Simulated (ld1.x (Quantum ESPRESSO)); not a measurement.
# F: generating and testing an ultrasoft potential

Task: generate the file, and judge it by its errors in other configurations, its logarithmic derivatives, its ghosts and its cutoff.

Program: ld1.x (Quantum ESPRESSO) 7.5. Reference atom: PBE, scalar-relativistic, spherical and spin-unpolarised. All values are calculated.

## Step 1: The design

The settings as typed:

```
element                 : fluorine (F, Z = 9)
type                    : ultrasoft
frozen core             : [He]
valence charge          : 7
reference configuration : 2s1.5 2p5.5
partial waves           : 2s (bound): rcut 0.65, rcutus 0.80 bohr; 2s channel at -1.55 Ry: rcut 0.65, rcutus 0.80 bohr; 2p (bound): rcut 0.75, rcutus 0.90 bohr; 2p channel at 0.2 Ry: rcut 0.75, rcutus 0.90 bohr
local potential         : all-electron potential smoothed inside 0.75 bohr (lloc = -1)
core correction         : a·sin(br)/r model core inside 0.65 bohr
augmentation charge     : built from norm-conserving waves at rcut, not smoothed further
```

The nodes and maxima of the atom's own shells, from an earlier all-electron run, set the scale for the radii.

All-electron outer shells of the reference configuration (PBE, scalar-relativistic, ld1.x):

```tsv
shell	level (eV)	outermost node (bohr)	outermost maximum (bohr)
1s	-663.69	–	0.11
2s	-30.14	0.24	0.76
2p	-11.33	–	0.71
```

## Step 2: The generation run

Contents of F.in:

```
 &input
   title='F', zed=9., rel=1, dft='PBE', iswitch=3,
   config='[He] 2s1.5 2p5.5',
   nld=2, rlderiv=1.00, eminld=-4.0, emaxld=5.0, deld=0.02
 /
 &inputp
   pseudotype=3, tm=.true., lloc=-1, rcloc=0.75,
   nlcc=.true., rcore=0.65,
   file_pseudopw='F.UPF', file_wfcaegen='ae.wfc', file_wfcncgen='nc.wfc', file_beta='beta', file_chi='chi', file_wfcusgen='us.wfc'
 /
4
2S  1  0   1.50   0.00  0.65  0.80  0.0
2S  1  0   0.00  -1.55  0.65  0.80  0.0
2P  2  1   5.50   0.00  0.75  0.90  0.0
2P  2  1   0.00   0.20  0.75  0.90  0.0
 &test
   configts(1)='2s1.5 2p5.5'
 /
```

The run is started by

```sh
ld1.x < F.in > F.out
```

What the program wrote to F.out (without the banner and most projector matrices):

```text
     Program LD1 v.7.5
     --------------------------- All-electron run ----------------------------

     F
     scalar relativistic calculation

     atomic number is  9.00
     dft =PBE   lsd =0 sic =0 latt =0  beta=0.20 tr2=1.0E-14
     Exchange-correlation= PBE
                           (   1   4   3   4   0   0   0)
     mesh =1105 r(mesh) =  99.76081 a.u. xmin = -7.00 dx = 0.01250
     1 Ry =  13.60569312 eV, c = 137.03599908

     n l     nl                  e(Ry)          e(Ha)          e(eV)
     1 0     1S 1( 2.00)       -48.7805       -24.3902      -663.6924
     2 0     2S 1( 1.50)        -2.2154        -1.1077       -30.1423
     2 1     2P 1( 5.50)        -0.8327        -0.4163       -11.3289

     final scf error:  6.8E-15 reached in  29 iterations

     Etot =    -198.798408 Ry,     -99.399204 Ha,   -2704.790129 eV

     Ekin =     198.629954 Ry,      99.314977 Ha,    2702.498196 eV
     Encl =    -476.236481 Ry,    -238.118240 Ha,   -6479.527414 eV
     Eh   =      99.157259 Ry,      49.578629 Ha,    1349.103235 eV
     Exc  =     -20.349139 Ry,     -10.174570 Ha,    -276.864145 eV

     normalization and overlap integrals

     s(1S/1S) =  1.000000  <r> =   0.1763  <r2> =    0.0420  r(max) =   0.1139
     s(2S/2S) =  1.000000  <r> =   1.0029  <r2> =    1.2262  r(max) =   0.7617
     s(2P/2P) =  1.000000  <r> =   1.1024  <r2> =    1.6282  r(max) =   0.7066

     ------------------------ End of All-electron run ------------------------

     --------------------- Generating US pseudopotential ---------------------

      Generating local potential from pseudized AE potential:
      Matching radius rcloc =   0.7500

      Local pseudo, rcloc= 0.743 Estimated cut-off energy=    43.94 Ry

      Computing core charge for nlcc:

       r > 0.66 : true rho core
       r < 0.66 : rho core = a sin(br)/r    a=   0.19  b=   4.32

      Integrated core pseudo-charge :   0.03

      Wfc   2S  rcut= 0.656  Using Troullier-Martins method
      Wfc-us  2S rcutus= 0.801  Estimated cut-off energy=    69.98 Ry

      Wfc   2S  rcut= 0.656  Using Troullier-Martins method
      Wfc-us  2S rcutus= 0.801  Estimated cut-off energy=    71.20 Ry

      Wfc   2P  rcut= 0.743  Using Troullier-Martins method
      Wfc-us  2P rcutus= 0.907  Estimated cut-off energy=    92.71 Ry

      Wfc   2P  rcut= 0.743  Using Troullier-Martins method
      Wfc-us  2P rcutus= 0.907  Estimated cut-off energy=    95.94 Ry

     ------------------- End of pseudopotential generation -------------------

     [... the all-electron block is printed once more ...]


     Computing logarithmic derivative in   0.99655
     Computing logarithmic derivative in   0.99655
     Computing the partial wave expansion
     R is outside the sphere for l=    0 j= 0.00
     R is outside the sphere for l=    0 j= 0.00
     R is outside the sphere for l=    1 j= 0.00
     R is outside the sphere for l=    1 j= 0.00

     ---------------------- Testing the pseudopotential ----------------------

     F
     scalar relativistic calculation

     atomic number is  9.00   valence charge is  7.00
     dft =PBE   lsd =0 sic =0 latt =0  beta=0.20 tr2=1.0E-14
     mesh =1105 r(mesh) =  99.76081 xmin = -7.00 dx = 0.01250

     n l     nl             e AE (Ry)        e PS (Ry)    De AE-PS (Ry)
     1 0     2S   1( 1.50)       -2.21542       -2.21547        0.00005
     2 1     2P   1( 5.50)       -0.83266       -0.83267        0.00002

     eps = 6.9E-15  iter =  6

     Etot =    -198.798408 Ry,     -99.399204 Ha,   -2704.790129 eV
     Etotps =   -47.572409 Ry,     -23.786204 Ha,    -647.255594 eV

     Ekin =      31.690973 Ry,      15.845486 Ha,     431.177649 eV
     Encl =    -116.374147 Ry,     -58.187073 Ha,   -1583.350931 eV
     Ehrt =      42.268421 Ry,      21.134211 Ha,     575.091169 eV
     Ecxc =      -9.049385 Ry,      -4.524693 Ha,    -123.123159 eV
     (Ecc =      -0.021490 Ry,      -0.010745 Ha,      -0.292392 eV)
     Epseu=       3.891730 Ry,       1.945865 Ha,      52.949677 eV

     ---------------------- End of pseudopotential test ----------------------
```

Run time: 1.3 s. Hardware: 1 thread of Neoverse-V2, shared host. (Generation and the later configuration tests together.)

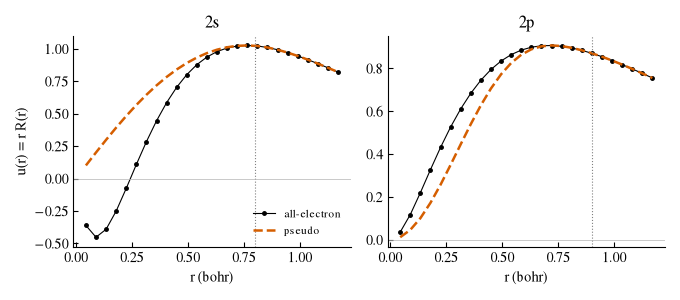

Bound waves of the atom and their pseudo partners (2s, 2p), with the matching radii dotted. The curves join 26 sampled radii.

## Step 3: Configuration tests

Contents of F.test.in:

```
 &input
   title='F', zed=9., rel=1, dft='PBE', iswitch=2,
   config='[He] 2s1.5 2p5.5'
 /
 &test
   file_pseudo='F.UPF', nconf=8,
   configts(1)='2s1.5 2p5.5',
   configts(2)='2s2 2p5',
   configts(3)='2s2 2p4',
   configts(4)='2s2 2p3',
   configts(5)='2s1 2p6',
   configts(6)='2s2 2p4.5',
   configts(7)='2s1 2p5',
   configts(8)='2s2 2p1'
 /
```

The run is started by

```sh
ld1.x < F.test.in > F.test.out
```

F.test.out, the pseudopotential blocks:

```text
     ---------------------- Testing the pseudopotential ----------------------

     F
     scalar relativistic calculation

     atomic number is  9.00   valence charge is  7.00
     dft =PBE   lsd =0 sic =0 latt =0  beta=0.20 tr2=1.0E-14
     mesh =1105 r(mesh) =  99.76081 xmin = -7.00 dx = 0.01250

     n l     nl             e AE (Ry)        e PS (Ry)    De AE-PS (Ry)
     1 0     2S   1( 1.50)       -2.21542       -2.21547        0.00005
     2 1     2P   1( 5.50)       -0.83266       -0.83267        0.00002

     eps = 2.5E-15  iter =  6

     Etot =    -198.798408 Ry,     -99.399204 Ha,   -2704.790129 eV
     Etotps =   -47.572409 Ry,     -23.786204 Ha,    -647.255592 eV

     Ekin =      31.690973 Ry,      15.845486 Ha,     431.177651 eV
     Encl =    -116.374147 Ry,     -58.187073 Ha,   -1583.350929 eV
     Ehrt =      42.268421 Ry,      21.134211 Ha,     575.091169 eV
     Ecxc =      -9.049385 Ry,      -4.524693 Ha,    -123.123159 eV
     (Ecc =      -0.021490 Ry,      -0.010745 Ha,      -0.292392 eV)
     Epseu=       3.891730 Ry,       1.945865 Ha,      52.949677 eV

     ---------------------- End of pseudopotential test ----------------------

     ---------------------- Testing the pseudopotential ----------------------

     F
     [...]
     n l     nl             e AE (Ry)        e PS (Ry)    De AE-PS (Ry)
     1 0     2S   1( 2.00)       -2.19758       -2.19808        0.00050
     2 1     2P   1( 5.00)       -0.81670       -0.81658       -0.00011

     eps = 6.8E-15  iter = 19

     Etot =    -199.489330 Ry,     -99.744665 Ha,   -2714.190600 eV
     Etotps =   -48.263486 Ry,     -24.131743 Ha,    -656.658173 eV
     dEtot_ae =      -0.690922 Ry
     dEtot_ps =      -0.691077 Ry,   Delta E=       0.000155 Ry

     [...]
     ---------------------- End of pseudopotential test ----------------------

     ---------------------- Testing the pseudopotential ----------------------

     F
     [...]
     n l     nl             e AE (Ry)        e PS (Ry)    De AE-PS (Ry)
     1 0     2S   1( 2.00)       -3.48292       -3.48352        0.00060
     2 1     2P   1( 4.00)       -2.08065       -2.08015       -0.00050

     eps = 3.8E-16  iter = 18

     Etot =    -198.064175 Ry,     -99.032088 Ha,   -2694.800384 eV
     Etotps =   -46.838503 Ry,     -23.419251 Ha,    -637.270292 eV
     dEtot_ae =       0.734233 Ry
     dEtot_ps =       0.733906 Ry,   Delta E=       0.000327 Ry

     [...]
     ---------------------- End of pseudopotential test ----------------------

     ---------------------- Testing the pseudopotential ----------------------

     F
     [...]
     n l     nl             e AE (Ry)        e PS (Ry)    De AE-PS (Ry)
     1 0     2S   1( 2.00)       -4.99731       -4.99764        0.00033
     2 1     2P   1( 3.00)       -3.60167       -3.59966       -0.00201

     eps = 9.9E-15  iter = 20

     Etot =    -195.242940 Ry,     -97.621470 Ha,   -2656.415526 eV
     Etotps =   -44.018237 Ry,     -22.009119 Ha,    -598.898627 eV
     dEtot_ae =       3.555468 Ry
     dEtot_ps =       3.554171 Ry,   Delta E=       0.001296 Ry

     [...]
     ---------------------- End of pseudopotential test ----------------------

     ---------------------- Testing the pseudopotential ----------------------

     F
     [...]
     n l     nl             e AE (Ry)        e PS (Ry)    De AE-PS (Ry)
     1 0     2S   1( 1.00)       -2.23280       -2.23233       -0.00047
     2 1     2P   1( 6.00)       -0.84819       -0.84829        0.00010

     eps = 2.3E-15  iter = 19

     Etot =    -198.106554 Ry,     -99.053277 Ha,   -2695.376983 eV
     Etotps =   -46.880694 Ry,     -23.440347 Ha,    -637.844343 eV
     dEtot_ae =       0.691853 Ry
     dEtot_ps =       0.691714 Ry,   Delta E=       0.000139 Ry

     [...]
     ---------------------- End of pseudopotential test ----------------------

     ---------------------- Testing the pseudopotential ----------------------

     F
     [...]
     n l     nl             e AE (Ry)        e PS (Ry)    De AE-PS (Ry)
     1 0     2S   1( 2.00)       -2.80814       -2.80870        0.00056
     2 1     2P   1( 4.50)       -1.41356       -1.41332       -0.00024

     eps = 5.4E-15  iter = 16

     Etot =    -198.934914 Ry,     -99.467457 Ha,   -2706.647396 eV
     Etotps =   -47.709114 Ry,     -23.854557 Ha,    -649.115568 eV
     dEtot_ae =      -0.136507 Ry
     dEtot_ps =      -0.136706 Ry,   Delta E=       0.000199 Ry

     [...]
     ---------------------- End of pseudopotential test ----------------------

     ---------------------- Testing the pseudopotential ----------------------

     F
     [...]
     n l     nl             e AE (Ry)        e PS (Ry)    De AE-PS (Ry)
     1 0     2S   1( 1.00)       -3.49542       -3.49510       -0.00032
     2 1     2P   1( 5.00)       -2.08974       -2.08978        0.00004

     eps = 4.3E-15  iter = 13

     Etot =    -196.660171 Ry,     -98.330085 Ha,   -2675.697932 eV
     Etotps =   -45.434147 Ry,     -22.717074 Ha,    -618.163064 eV
     dEtot_ae =       2.138237 Ry
     dEtot_ps =       2.138261 Ry,   Delta E=      -0.000024 Ry

     [...]
     ---------------------- End of pseudopotential test ----------------------

     ---------------------- Testing the pseudopotential ----------------------

     F
     [...]
     n l     nl             e AE (Ry)        e PS (Ry)    De AE-PS (Ry)
     1 0     2S   1( 2.00)       -8.57765       -8.56983       -0.00782  !
     2 1     2P   1( 1.00)       -7.29740       -7.27420       -0.02320  !

     eps = 1.6E-15  iter = 20

     Etot =    -184.479831 Ry,     -92.239915 Ha,   -2509.975963 eV
     Etotps =   -33.272528 Ry,     -16.636264 Ha,    -452.695803 eV
     dEtot_ae =      14.318577 Ry
     dEtot_ps =      14.299881 Ry,   Delta E=       0.018696 Ry

     [...]
     ---------------------- End of pseudopotential test ----------------------
```

Energies count from the reference configuration 2s1.5 2p5.5; the error is all-electron less pseudo. The frozen-core shift comes from a second all-electron run, not shown, with the core orbitals held at their reference shape; it is that run's ΔE less the relaxed one.

```tsv
valence configuration	charge	ΔE all-electron (eV)	error AE − PS (meV)	frozen-core shift (meV)
2s2 2p5	0	-9.400	+2.1	+0.1
2s2 2p4	+1	9.990	+4.4	+0.1
2s2 2p3	+2	48.375	+18	+0.7
2s1 2p6	0	9.413	+1.9	+0.1
2s2 2p4.5	+0.5	-1.857	+2.7	+0.1
2s1 2p5	+1	29.092	-0.3	+0.2
2s2 2p1	+4	194.814	+254	+14
```

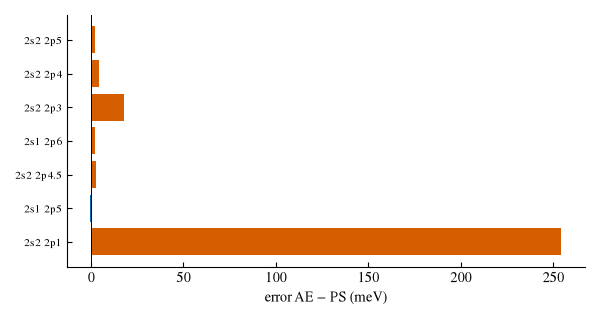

Error of the potential in each test configuration.

## Step 4: Scattering by logarithmic derivatives

Taken from the files of the generation run. The phase is arctan(r·u′/u) with u = r·R, unwrapped, with energies in Ry. A pole is an energy at which the radial function vanishes at the test radius. The pseudo phase is shifted by a multiple of π to meet the all-electron one at the reference energy. Levels narrower than the energy grid can be missing from the poles. The last column is the largest difference on the grid between −1 and +1 Ry.

```tsv
channel	radius (bohr)	reference (Ry)	poles AE	poles PS	window around the reference with phases within 0.05 rad (Ry)	largest difference near zero (rad)
s	1.00	-2.22	none	none	the whole range	0.000
p	1.00	-0.83	4.53	4.53	the whole range	0.000
```

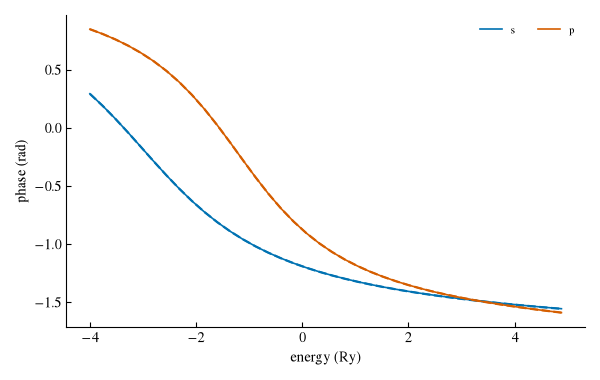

All-electron (solid) and pseudo (dashed) phases against energy.

## Step 5: Plane-wave convergence, by spherical Bessel functions

A separate test, outside the generator: the pseudo-atom's Hamiltonian at the reference potential is diagonalised in spherical Bessel functions j_l(qr) that vanish at 20 bohr, with q² up to the cutoff.

All-electron valence levels (Ry): 2s -2.2154, 2p -0.8327. The lowest levels of each channel (Ry) by cutoff; the last column sums, over occupied levels, occupation times the distance from the level at 400 Ry. A positive value at high cutoff is not a bound level.

```csv
cutoff (Ry),s #1,p #1,d #1,f #1,Σ f·Δε (mRy)
8,-2.0028,-0.0163,0.0803,0.1209,4809.2
15,-2.1843,-0.1574,0.0803,0.1209,3760.7
30,-2.2146,-0.5217,0.0802,0.1209,1711.7
45,-2.2149,-0.7382,0.0802,0.1209,520.5
60,-2.2151,-0.8054,0.0802,0.1209,150.5
90,-2.2152,-0.8317,0.0802,0.1209,5.9
140,-2.2154,-0.8324,0.0802,0.1209,1.4
160,-2.2154,-0.8326,0.0802,0.1209,0.6
200,-2.2154,-0.8327,0.0802,0.1209,0.2
400,-2.2154,-0.8327,0.0802,0.1209,0.0
```

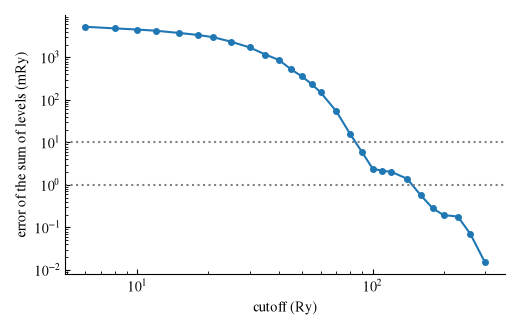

Occupation-weighted error of the valence levels against the cutoff; the dotted lines mark 10 and 1 mRy.

The sum stays within 10 mRy from 90 Ry and within 1 mRy from 160 Ry. The sum leaves out empty levels, which can need more. Ghost test: no level below the all-electron spectrum of its channel (s, p, d, f tested).

## Step 6: What came out

| quantity | value |
| --- | --- |
| cutoffs for 10 and 1 mRy, occupied levels | 90 Ry and 160 Ry |
| bound ghosts | none found |
| largest test error (AE − PS) | +254 meV, for 2s2 2p1 |
| largest phase difference near zero energy, channels read | 0.000 rad |
| lowest eigenvalue of the overlap (Bessel basis) | 0.497 (s) |

In words: The worst unpolarised test, 2s2 2p1, is off by 254 meV on 194.8 eV; by total energies transferability rates as fair for so large an energy. That test lies far up in energy; among those under 40 eV, nearer to bonding, the largest error is 4.4 meV. Freezing the core alone would shift it much less, so the error comes from the pseudisation. By its cutoff, 90 Ry for the looser tolerance, it is hard. The slowest occupied level is 2p: taken alone it needs 100 Ry to come within 1 mRy, against 30 Ry for 2s. The Bessel-basis test finds no level below the valence levels. Near zero energy the phases of the channels with partial waves agree within 0.001 rad. All of this concerns the isolated atom, not yet a solid.
